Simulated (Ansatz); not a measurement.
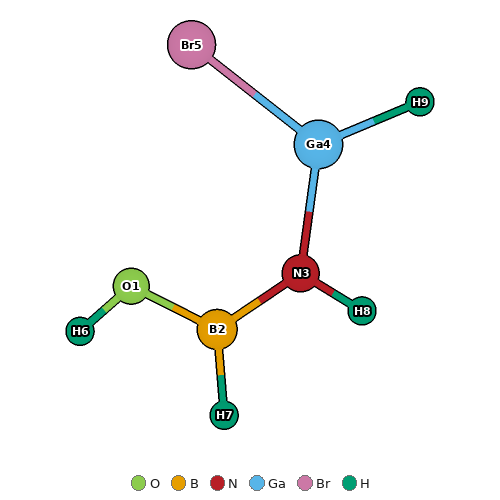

The system is BBrGaH₄NO, SMILES OB[NH][GaH][Br]; the picture shows the reference structure. First axis: bond length B2–N3. Second axis: dihedral O1–B2–N3–Ga4. Nothing is relaxed (all other coordinates rigid). Grid: 9 × 9 points. All energies are given in kcal/mol relative to the lowest grid point. Method: RKS PBE-D4/def2-SVP (Ansatz).

Its coordinates:

```xyz
9

O    -0.3766    1.4849    0.8765
B    -0.0175    0.2084    1.2198
N     0.2113   -0.7580    0.1902
Ga    0.1195   -0.6370   -1.6541
Br   -0.4429    1.3518   -2.6593
H    -0.5037    2.0481    1.6570
H     0.1118   -0.1252    2.3917
H     0.4742   -1.6885    0.5284
H     0.4239   -1.8845   -2.5503
```

Range: bond length B2–N3 from 1.230 to 2.003 Å; dihedral O1–B2–N3–Ga4 from −180 to 140°.

### What landscape does the calculation give?

The lowest grid point is at bond length B2–N3 = 1.423 Å, dihedral O1–B2–N3–Ga4 = −180°. A higher local minimum lies near bond length B2–N3 = 1.423 Å, dihedral O1–B2–N3–Ga4 = 20° (2.3 kcal/mol above the lowest at that grid point). The highest grid point, bond length B2–N3 = 2.003 Å, dihedral O1–B2–N3–Ga4 = 100°, lies 59.8 kcal/mol above the lowest. On the interpolated surface the easiest way out of the lowest well to the well at about bond length B2–N3 = 1.43 Å, dihedral O1–B2–N3–Ga4 = 0° passes a barrier of about 14 kcal/mol. Round the minimum the two coordinates are nearly uncoupled.

```
dihedral O1–B2–N3–Ga4 ↓, bond length B2–N3 →  1.230  1.327  1.423  1.520  1.617  1.713  1.810  1.906  2.003
                                         140   32.3   12.0    5.8    7.9   14.8   24.2   35.0   46.0   57.0
                                         100   43.9   21.9   14.2   14.9   20.7   29.2   39.1   49.3   59.8
                                          60   38.2   17.2   10.3   11.7   18.1   27.1   37.4   48.0   58.7
                                          20   27.5    7.9    2.3    4.9   12.4   22.3   33.4   44.7   56.0
                                         −20   27.5    7.9    2.3    4.9   12.4   22.3   33.4   44.7   56.0
                                         −60   38.2   17.2   10.3   11.7   18.1   27.1   37.4   48.0   58.7
                                        −100   43.9   21.9   14.2   14.9   20.7   29.2   39.1   49.3   59.8
                                        −140   32.3   12.0    5.8    7.9   14.8   24.2   35.0   46.0   57.0
                                        −180   24.2    5.2    0.0    3.0   10.7   20.8   32.2   43.6   55.1
```

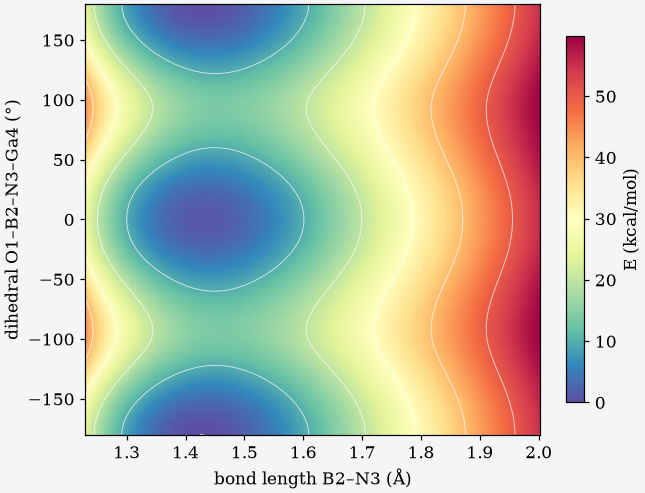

Drawn: a smooth colour map with a few white contour lines. Between grid points the surface is interpolated.

Each point was launched as `ansatz run input.yaml --threads 1 --pin off --max-ram 2560MiB --backend cpu --events-out ev --progress --plain --runs-dir out`. Time for the 81 points that were run: 12 min on 1 thread of Arm Neoverse V2, on a shared host.
